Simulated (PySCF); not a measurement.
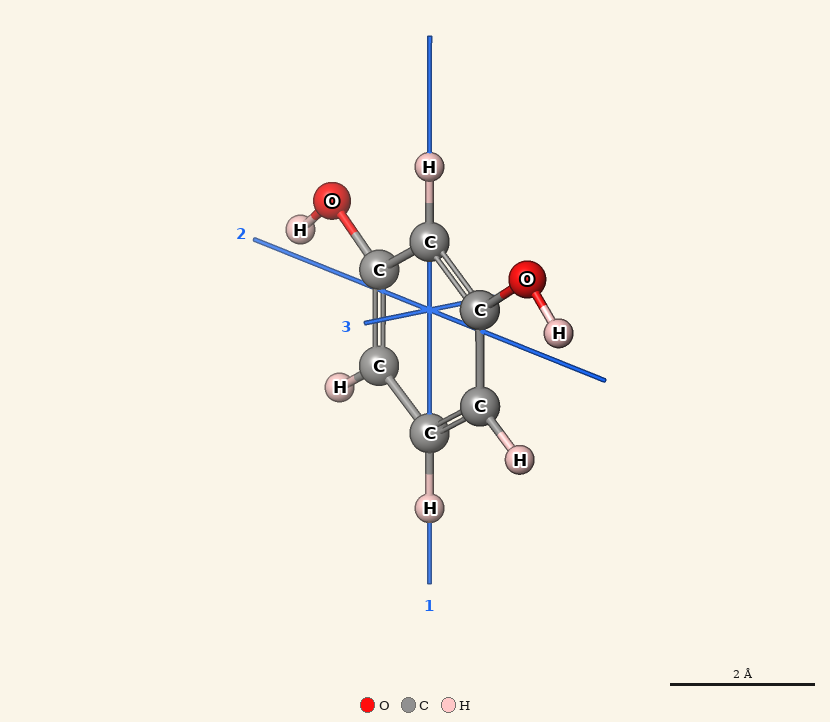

The three principal axes of inertia are drawn and numbered. Distant atoms are faded towards the background colour. The computed structure is the end point of a PBE0-D3(BJ)/def2-SVP optimisation. No frequency run is at hand to confirm it as a minimum. Masses are those of the most abundant isotopes; constants are for the rigid equilibrium geometry.

**Which line is the a axis (least moment of inertia), which b and which c?**

a is line 2, b is line 1, c is line 3; the moments are 134, 275, 408 u Å².

**Classify the rotor and give the rotational constants (MHz).**

An asymmetric top (C2v): A = 3785, B = 1838, C = 1237 MHz. Ray's parameter κ is −0.53, nearer the prolate limit.
